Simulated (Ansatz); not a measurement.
**Geometry relaxation, with input and output: AlSiH3OF2**

System: AlSiH3OF2.
Method: RKS r2SCAN-D4/STO-3G (Ansatz 0.2.0).

It belongs to a series of runs on one base structure; here: start relaxed.

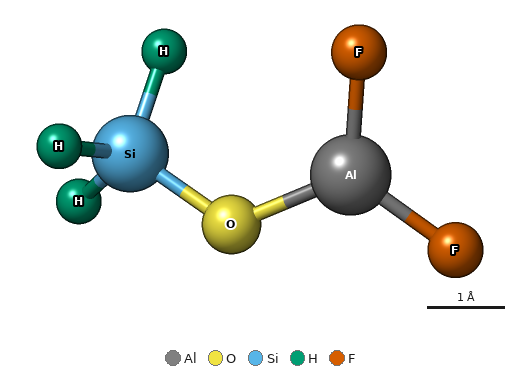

Figure 1. The input geometry (ball-and-stick view, seen at a tilt). Sticks mark near contacts. Bond lengths as drawn: Al–F 1.69 Å, Al–O 1.78 Å, H–Si 1.46 Å and O–Si 1.68 Å.

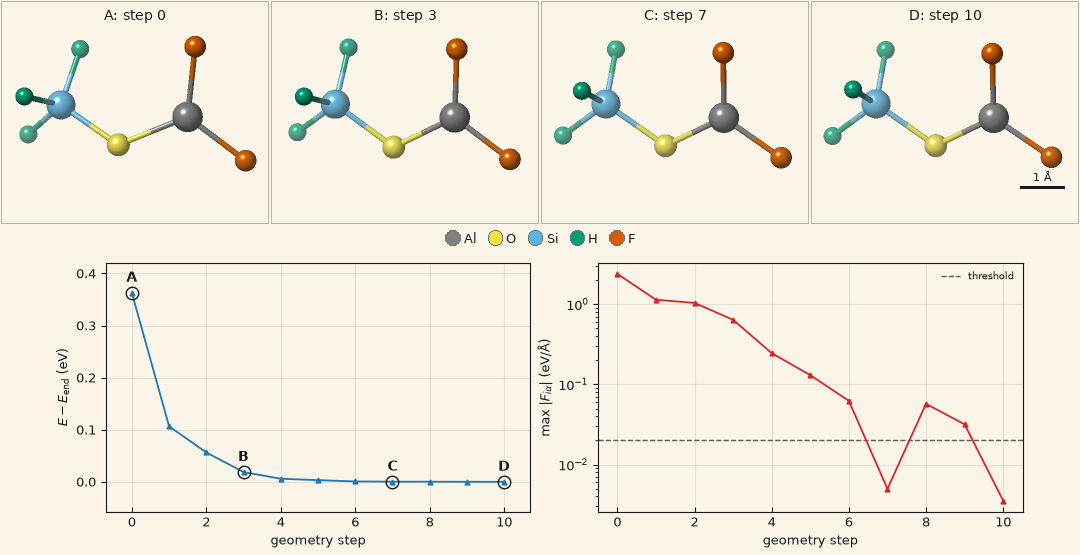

Figure 2. Frames of the relaxation (ball-and-stick view, seen at a tilt) above the curves, on which the letters mark them (the first geometry is step 0 here and step 1 in the log).

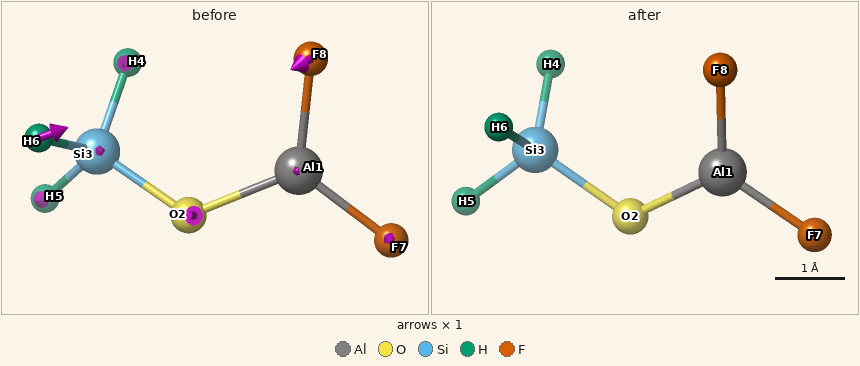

Figure 3. Before (left) and after (right) the relaxation, at one scale (ball-and-stick view, seen at a tilt). The pink arrows give the displacements, at true length. Over 10 geometry steps the energy falls by 0.363 eV. The largest force component goes from 2.4 to 0.0035 eV/Å. The largest move after the best rigid fit is that of H6, 0.47 Å. Largest moves by element: H 0.47 Å, O 0.43 Å, F 0.42 Å, Si 0.13 Å, Al 0.09 Å. Among the contacts that change: Al1–O2 1.780 → 1.690 Å, Al1–F7 1.690 → 1.627 Å, O2–Si3 1.680 → 1.694 Å, Si3–H4 1.460 → 1.455 Å. Among the angles that change: Al1–O2–Si3 125.0° → 117.1°, O2–Si3–H4 109.5° → 112.9°, O2–Si3–H6 109.5° → 112.9°. (Atoms are counted from 1 in the order of the input.)

The input and output of the run follow.

Input file
```yaml
crystal:
  periodic: [false, false, false]
  atoms:
    - { symbol: Al, position_ang: [0.0, 0.0, 0.0] }
    - { symbol: O, position_ang: [0.0, 0.0, 1.78] }
    - { symbol: Si, position_ang: [-1.3147, -0.4067, 2.7436] }
    - { symbol: H, position_ang: [-2.239, -1.2403, 1.9804] }
    - { symbol: H, position_ang: [-0.8506, -1.1432, 3.9157] }
    - { symbol: H, position_ang: [-1.9987, 0.8095, 3.1733] }
    - { symbol: F, position_ang: [1.4635, 0.0, -0.845] }
    - { symbol: F, position_ang: [-1.4635, 0.0, -0.845] }
basis:
  gaussian: { orbitals: STO-3G }
hamiltonian:
  xc: r2scan
  dispersion: d4
relax:
  f_tol: 0.02
  max_steps: 40
```

Launched with:
```bash
ansatz run input.yaml --threads 1 --pin off --max-ram 2048MiB --backend cpu --events-out ev --progress --plain --runs-dir out
```

The program's output
```
The last accepted step is kept in [file] (removed where the run ends without a failure and the disk answers)
Engine: ansatz 0.2.0, aarch64-unknown-linux-gnu
Functional definition: r2SCAN
  parameter k0 = 0.174
  parameter k1 = 0.065
  parameter a1 = 4.9479
  exchange = r2scan_x(k0 = k0, k1 = k1, a1 = a1)
  correlation = r2scan_c
491 factors; integrals over basis functions are off by at most 1.1e-5 eV
mean field evaluation 1: about -21720.6687 eV, gradient 3.8e1 eV
mean field evaluation 2: about -21710.6194 eV, gradient 7.2e1 eV
mean field evaluation 4: about -21725.8406 eV, gradient 5.3e0 eV
mean field evaluation 8: about -21725.8674 eV, gradient 1.1e-1 eV
mean field -21725.86748467 eV, -798.4109037399 hartree, gradient 4.6e-6 eV, S^2 0.000000; 0 other end points of the search recorded, 0 dependent functions left out
the calculation of the forces begins
reference -21725.86749021 eV, -798.4109039432 hartree; 28, 28 occupied and 8, 8 virtual orbitals, 491 factors
relax step   1: F+E_penalty+E_count = -21725.90382105 eV  Δ(F+E_penalty+E_count) = +0.000e0 eV  max|allowed force component| = 2.397e0 eV/Å  Δτ_max = 0.0000 Å  (23 SCF iters, accepted)
these checks for a lower state are left out or cut short: starts, cluster_reference, orbital_swaps, neighbouring_geometries, increment
491 factors; integrals over basis functions are off by at most 1.3e-5 eV
mean field evaluation 16: about -21726.0466 eV, gradient 4.7e0 eV
mean field -21726.12398894 eV, -798.4203300978 hartree, gradient 8.4e-6 eV, S^2 0.000000; 0 other end points of the search recorded, 0 dependent functions left out
the calculation of the forces begins
reference -21726.12399443 eV, -798.4203302995 hartree; 28, 28 occupied and 8, 8 virtual orbitals, 491 factors
relax step   2: F+E_penalty+E_count = -21726.16028498 eV  Δ(F+E_penalty+E_count) = -2.565e-1 eV  max|allowed force component| = 1.139e0 eV/Å  Δτ_max = 0.0936 Å  (25 SCF iters, accepted)
these checks for a lower state are left out or cut short: starts, cluster_reference, orbital_swaps, neighbouring_geometries, increment
491 factors; integrals over basis functions are off by at most 1.5e-5 eV
mean field -21726.17389790 eV, -798.4221642181 hartree, gradient 1.2e-5 eV, S^2 0.000000; 0 other end points of the search recorded, 0 dependent functions left out
the calculation of the forces begins
reference -21726.17390332 eV, -798.4221644174 hartree; 28, 28 occupied and 8, 8 virtual orbitals, 491 factors
relax step   3: F+E_penalty+E_count = -21726.21043842 eV  Δ(F+E_penalty+E_count) = -5.015e-2 eV  max|allowed force component| = 1.039e0 eV/Å  Δτ_max = 0.1199 Å  (25 SCF iters, accepted)
these checks for a lower state are left out or cut short: starts, cluster_reference, orbital_swaps, neighbouring_geometries, increment
491 factors; integrals over basis functions are off by at most 1.4e-5 eV
mean field evaluation 32: about -21726.2782 eV, gradient 2.0e-3 eV
mean field -21726.21140868 eV, -798.4235427140 hartree, gradient 1.8e-5 eV, S^2 0.000000; 0 other end points of the search recorded, 0 dependent functions left out
the calculation of the forces begins
reference -21726.21141410 eV, -798.4235429133 hartree; 28, 28 occupied and 8, 8 virtual orbitals, 491 factors
relax step   4: F+E_penalty+E_count = -21726.24805147 eV  Δ(F+E_penalty+E_count) = -3.761e-2 eV  max|allowed force component| = 6.404e-1 eV/Å  Δτ_max = 0.1944 Å  (29 SCF iters, accepted)
these checks for a lower state are left out or cut short: starts, cluster_reference, orbital_swaps, neighbouring_geometries, increment
491 factors; integrals over basis functions are off by at most 1.7e-5 eV
mean field -21726.22420847 eV, -798.4240130976 hartree, gradient 1.5e-5 eV, S^2 0.000000; 0 other end points of the search recorded, 0 dependent functions left out
the calculation of the forces begins
reference -21726.22421387 eV, -798.4240132960 hartree; 28, 28 occupied and 8, 8 virtual orbitals, 491 factors
relax step   5: F+E_penalty+E_count = -21726.26087708 eV  Δ(F+E_penalty+E_count) = -1.283e-2 eV  max|allowed force component| = 2.455e-1 eV/Å  Δτ_max = 0.1197 Å  (24 SCF iters, accepted)
these checks for a lower state are left out or cut short: starts, cluster_reference, orbital_swaps, neighbouring_geometries, increment
491 factors; integrals over basis functions are off by at most 2.0e-5 eV
mean field -21726.22690029 eV, -798.4241120202 hartree, gradient 2.1e-5 eV, S^2 0.000000; 0 other end points of the search recorded, 0 dependent functions left out
the calculation of the forces begins
reference -21726.22690572 eV, -798.4241122197 hartree; 28, 28 occupied and 8, 8 virtual orbitals, 491 factors
relax step   6: F+E_penalty+E_count = -21726.26357703 eV  Δ(F+E_penalty+E_count) = -2.700e-3 eV  max|allowed force component| = 1.307e-1 eV/Å  Δτ_max = 0.1276 Å  (24 SCF iters, accepted)
these checks for a lower state are left out or cut short: starts, cluster_reference, orbital_swaps, neighbouring_geometries, increment
491 factors; integrals over basis functions are off by at most 2.2e-5 eV
mean field -21726.22943805 eV, -798.4242052811 hartree, gradient 2.6e-5 eV, S^2 0.000000; 0 other end points of the search recorded, 0 dependent functions left out
the calculation of the forces begins
reference -21726.22944350 eV, -798.4242054814 hartree; 28, 28 occupied and 8, 8 virtual orbitals, 491 factors
relax step   7: F+E_penalty+E_count = -21726.26607019 eV  Δ(F+E_penalty+E_count) = -2.493e-3 eV  max|allowed force component| = 6.239e-2 eV/Å  Δτ_max = 0.0649 Å  (23 SCF iters, accepted)
these checks for a lower state are left out or cut short: starts, cluster_reference, orbital_swaps, neighbouring_geometries, increment
491 factors; integrals over basis functions are off by at most 2.4e-5 eV
mean field evaluation 64: about -21726.2299 eV, gradient 2.4e-5 eV
mean field -21726.22990876 eV, -798.4242225792 hartree, gradient 2.4e-5 eV, S^2 0.000000; 0 other end points of the search recorded, 0 dependent functions left out
the calculation of the forces begins
reference -21726.22991421 eV, -798.4242227797 hartree; 28, 28 occupied and 8, 8 virtual orbitals, 491 factors
relax step   8: F+E_penalty+E_count = -21726.26655025 eV  Δ(F+E_penalty+E_count) = -4.801e-4 eV  max|allowed force component| = 4.981e-3 eV/Å  Δτ_max = 0.0266 Å  (24 SCF iters, accepted)
these checks for a lower state are left out or cut short: starts, cluster_reference, orbital_swaps, neighbouring_geometries, increment
491 factors; integrals over basis functions are off by at most 2.8e-5 eV
mean field -21726.22995664 eV, -798.4242243390 hartree, gradient 2.4e-5 eV, S^2 0.000000; 0 other end points of the search recorded, 0 dependent functions left out
the calculation of the forces begins
reference -21726.22996210 eV, -798.4242245397 hartree; 28, 28 occupied and 8, 8 virtual orbitals, 491 factors
relax step   9: F+E_penalty+E_count = -21726.26660855 eV  Δ(F+E_penalty+E_count) = -5.831e-5 eV  max|allowed force component| = 5.723e-2 eV/Å  Δτ_max = 0.0656 Å  (24 SCF iters, accepted)
these checks for a lower state are left out or cut short: starts, cluster_reference, orbital_swaps, neighbouring_geometries, increment
491 factors; integrals over basis functions are off by at most 2.7e-5 eV
mean field -21726.23009498 eV, -798.4242294227 hartree, gradient 1.6e-5 eV, S^2 0.000000; 0 other end points of the search recorded, 0 dependent functions left out
the calculation of the forces begins
reference -21726.23010044 eV, -798.4242296234 hartree; 28, 28 occupied and 8, 8 virtual orbitals, 491 factors
relax step  10: F+E_penalty+E_count = -21726.26674354 eV  Δ(F+E_penalty+E_count) = -1.350e-4 eV  max|allowed force component| = 3.172e-2 eV/Å  Δτ_max = 0.0119 Å  (20 SCF iters, accepted)
these checks for a lower state are left out or cut short: starts, cluster_reference, orbital_swaps, neighbouring_geometries, increment
491 factors; integrals over basis functions are off by at most 2.7e-5 eV
mean field -21726.23018017 eV, -798.4242325534 hartree, gradient 2.5e-5 eV, S^2 0.000000; 0 other end points of the search recorded, 0 dependent functions left out
the calculation of the forces begins
reference -21726.23018563 eV, -798.4242327540 hartree; 28, 28 occupied and 8, 8 virtual orbitals, 491 factors
relax step  11: F+E_penalty+E_count = -21726.26683176 eV  Δ(F+E_penalty+E_count) = -8.821e-5 eV  max|allowed force component| = 3.538e-3 eV/Å  Δτ_max = 0.0037 Å  (19 SCF iters, accepted)
491 factors; integrals over basis functions are off by at most 2.7e-5 eV
mean field evaluation 96: about -21726.2302 eV, gradient 7.7e-4 eV
mean field -21726.23018017 eV, -798.4242325534 hartree, gradient 2.5e-5 eV, S^2 0.000000; 1 other end points of the search recorded, 0 dependent functions left out
the calculation of the forces begins
reference -21726.23018563 eV, -798.4242327540 hartree; 28, 28 occupied and 8, 8 virtual orbitals, 491 factors
Total energy: -21726.26683722 eV, -798.4255796751 hartree
Atom 0 at    -0.012764     0.019082     0.093909 Å, force     0.003538     0.000092    -0.000083 eV/Å
Atom 1 at     0.141030    -0.403482     1.723469 Å, force     0.000408     0.000270    -0.001763 eV/Å
Atom 2 at    -1.282485    -0.484705     2.637288 Å, force     0.000464    -0.000030     0.000895 eV/Å
Atom 3 at    -2.222810    -1.473783     2.133157 Å, force    -0.000756    -0.000031    -0.000039 eV/Å
Atom 4 at    -0.912517    -0.862233     3.985610 Å, force     0.000052    -0.000070     0.000225 eV/Å
Atom 5 at    -1.986243     0.787010     2.701347 Å, force    -0.001173    -0.000029    -0.000100 eV/Å
Atom 6 at     1.342273     0.106748    -0.802263 Å, force    -0.001674    -0.000427     0.000756 eV/Å
Atom 7 at    -1.469483     0.330663    -0.569518 Å, force    -0.000857     0.000225     0.000109 eV/Å
Dipole moment:    -0.050270     0.015280    -0.040632 e Å
```

Trajectory as extended XYZ (Å, eV, eV/Å), 11 frames, from step=1 to step=11
```
8
Properties=species:S:1:pos:R:3:forces:R:3 step=1 energy=-21725.90382
Al    0.0000    0.0000    0.0000   -0.3422  -0.1248   0.8270
O     0.0000    0.0000    1.7800    0.8882   0.1115  -2.3975
Si   -1.3147   -0.4067    2.7436   -0.1645   0.0044  -0.6767
H    -2.2390   -1.2403    1.9804   -0.1878   0.0132   0.3496
H    -0.8506   -1.1432    3.9157   -0.0732   0.1507  -0.1679
H    -1.9987    0.8095    3.1733   -0.0599  -0.2125   0.0862
F     1.4635    0.0000   -0.8450   -1.6962   0.0540   1.0765
F    -1.4635    0.0000   -0.8450    1.6357   0.0037   0.9028
8
Properties=species:S:1:pos:R:3:forces:R:3 step=2 energy=-21726.16029
Al    0.0025   -0.0705    0.0421    0.0212   0.3941  -0.0948
O     0.0715   -0.0398    1.7634    0.2469  -0.0450  -1.1390
Si   -1.3000   -0.3966    2.6751   -0.2839  -0.1662   0.1433
H    -2.2860   -1.2357    1.9984    0.0974   0.0947   0.0286
H    -0.8683   -1.1085    3.8651    0.0071   0.0128  -0.0512
H    -1.9860    0.8039    3.1311    0.0481   0.0030  -0.1162
F     1.4202    0.0761   -0.8200   -1.0867  -0.1696   0.7215
F    -1.4569   -0.0097   -0.7522    0.9498  -0.1239   0.5078
8
Properties=species:S:1:pos:R:3:forces:R:3 step=3 energy=-21726.21044
Al   -0.0113    0.0384    0.0902    0.2371  -0.2098  -1.0393
O     0.1182   -0.0465    1.7631   -0.0898  -0.0508   0.1809
Si   -1.2868   -0.4017    2.6363   -0.1858  -0.0680   0.3861
H    -2.2910   -1.2296    1.9763    0.1945   0.0567  -0.1195
H    -0.8736   -1.1109    3.8291    0.0247  -0.0285   0.0251
H    -1.9747    0.7983    3.0791    0.0408   0.0917  -0.0890
F     1.3786    0.0301   -0.7950   -0.6182   0.1124   0.4210
F    -1.4624   -0.0587   -0.6762    0.3967   0.0962   0.2347
8
Properties=species:S:1:pos:R:3:forces:R:3 step=4 energy=-21726.24805
Al   -0.0132   -0.0018    0.0687   -0.0398  -0.1269   0.6404
O     0.1326   -0.2394    1.7436    0.0062   0.0594  -0.2776
Si   -1.2863   -0.4281    2.6463    0.1330   0.3317   0.0219
H    -2.2806   -1.2539    2.0032   -0.2048  -0.1753  -0.1074
H    -0.9163   -1.0534    3.8929    0.0061  -0.0570   0.1458
H    -1.9194    0.8519    2.9541    0.0732  -0.1255  -0.0556
F     1.3589    0.1776   -0.7737    0.1927   0.0553  -0.1911
F    -1.4787   -0.0337   -0.6321   -0.1666   0.0384  -0.1764
8
Properties=species:S:1:pos:R:3:forces:R:3 step=5 energy=-21726.26088
Al   -0.0201   -0.0008    0.0975    0.0070   0.0173  -0.2455
O     0.1482   -0.3378    1.7397    0.0128  -0.0102   0.1388
Si   -1.2787   -0.4495    2.6433    0.0312  -0.0838   0.0089
H    -2.2713   -1.3248    2.0399   -0.0162  -0.0222   0.0269
H    -0.9277   -0.9824    3.9430   -0.0211   0.0030   0.0167
H    -1.9068    0.8446    2.8353   -0.0386   0.0715   0.0182
F     1.3382    0.1993   -0.7767   -0.0234   0.0035   0.0067
F    -1.4848    0.0707   -0.6191    0.0482   0.0210   0.0294
8
Properties=species:S:1:pos:R:3:forces:R:3 step=6 energy=-21726.26358
Al   -0.0134    0.0012    0.0922   -0.0050   0.0158   0.0862
O     0.1520   -0.3201    1.7441    0.0312  -0.0694  -0.0274
Si   -1.2774   -0.4656    2.6394   -0.0416   0.1307   0.0207
H    -2.2372   -1.3918    2.0611   -0.0042  -0.0365  -0.0076
H    -0.9301   -0.9422    3.9618    0.0250  -0.0125  -0.0013
H    -1.9513    0.8162    2.7873   -0.0160  -0.0330   0.0091
F     1.3384    0.1287   -0.8008    0.0526   0.0016  -0.0407
F    -1.4841    0.1928   -0.5822   -0.0419   0.0032  -0.0391
8
Properties=species:S:1:pos:R:3:forces:R:3 step=7 energy=-21726.26607
Al   -0.0150    0.0119    0.0883   -0.0157   0.0187  -0.0624
O     0.1351   -0.3683    1.7262    0.0198  -0.0209   0.0455
Si   -1.2828   -0.4733    2.6443    0.0008   0.0160  -0.0288
H    -2.2398   -1.4285    2.1078   -0.0049  -0.0103   0.0047
H    -0.9093   -0.9066    3.9745   -0.0011   0.0012   0.0072
H    -1.9676    0.8050    2.7587   -0.0050  -0.0003   0.0053
F     1.3488    0.1265   -0.7923   -0.0190  -0.0019   0.0113
F    -1.4724    0.2526   -0.6045    0.0251  -0.0025   0.0173
8
Properties=species:S:1:pos:R:3:forces:R:3 step=8 energy=-21726.26655
Al   -0.0138    0.0144    0.0905   -0.0011   0.0002  -0.0005
O     0.1390   -0.3857    1.7254    0.0050  -0.0010  -0.0001
Si   -1.2825   -0.4771    2.6404   -0.0019  -0.0026   0.0043
H    -2.2362   -1.4431    2.1170   -0.0001  -0.0010  -0.0013
H    -0.9122   -0.8908    3.9780   -0.0002   0.0021   0.0000
H    -1.9713    0.8007    2.7379   -0.0010   0.0002  -0.0046
F     1.3462    0.1256   -0.7954   -0.0008  -0.0005  -0.0010
F    -1.4723    0.2754   -0.5907    0.0002   0.0027   0.0032
8
Properties=species:S:1:pos:R:3:forces:R:3 step=9 energy=-21726.26661
Al   -0.0127    0.0198    0.0954   -0.0414   0.0011   0.0062
O     0.1429   -0.4080    1.7249    0.0020   0.0096  -0.0398
Si   -1.2816   -0.4863    2.6377   -0.0288   0.0051  -0.0036
H    -2.2225   -1.4760    2.1323    0.0220   0.0115   0.0215
H    -0.9118   -0.8596    3.9887   -0.0177   0.0098  -0.0308
H    -1.9869    0.7865    2.6923    0.0162  -0.0247   0.0153
F     1.3413    0.1069   -0.8029   -0.0094  -0.0005   0.0055
F    -1.4716    0.3359   -0.5654    0.0572  -0.0118   0.0256
8
Properties=species:S:1:pos:R:3:forces:R:3 step=10 energy=-21726.26674
Al   -0.0127    0.0174    0.0933   -0.0168   0.0140  -0.0192
O     0.1416   -0.4039    1.7232   -0.0080  -0.0010  -0.0010
Si   -1.2827   -0.4843    2.6362   -0.0034  -0.0061   0.0317
H    -2.2234   -1.4745    2.1336    0.0040   0.0178  -0.0040
H    -0.9142   -0.8629    3.9853    0.0031   0.0034  -0.0140
H    -1.9842    0.7892    2.7036    0.0007  -0.0165  -0.0119
F     1.3430    0.1096   -0.8018   -0.0094  -0.0033   0.0041
F    -1.4704    0.3287   -0.5704    0.0297  -0.0084   0.0142
8
Properties=species:S:1:pos:R:3:forces:R:3 step=11 energy=-21726.26683
Al   -0.0128    0.0191    0.0939    0.0035   0.0001  -0.0001
O     0.1410   -0.4035    1.7235    0.0004   0.0003  -0.0018
Si   -1.2825   -0.4847    2.6373    0.0005   0.0000   0.0009
H    -2.2228   -1.4738    2.1332   -0.0008   0.0000   0.0000
H    -0.9125   -0.8622    3.9856    0.0001  -0.0001   0.0002
H    -1.9862    0.7870    2.7013   -0.0012   0.0000  -0.0001
F     1.3423    0.1067   -0.8023   -0.0017  -0.0004   0.0008
F    -1.4695    0.3307   -0.5695   -0.0009   0.0002   0.0001
```

Key numbers

```csv
quantity,value
outcome,converged
total energy,−21726.2668 eV
mean-field energy,−21726.2302 eV
largest force (length of the vector) at the end,0.004 eV/Å
hardware,"1 thread of Arm Neoverse V2, 24 GiB of memory available, shared host"
wall time,34 s
peak memory,0.16 GiB
```
